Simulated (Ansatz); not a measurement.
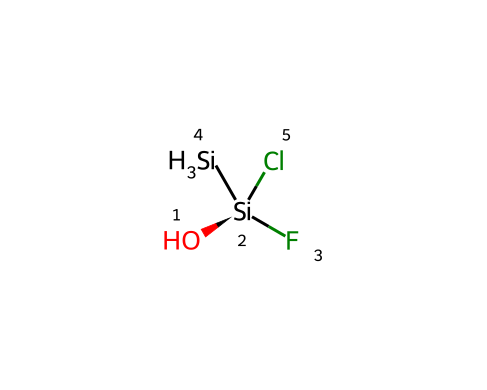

A structural formula, with wedges where it has stereocentres; small numbers name the atoms. The configuration is that of a computed structure (PBE0-D4/def2-TZVP).

> Give the R/S and E/Z labels.

Si2: R.
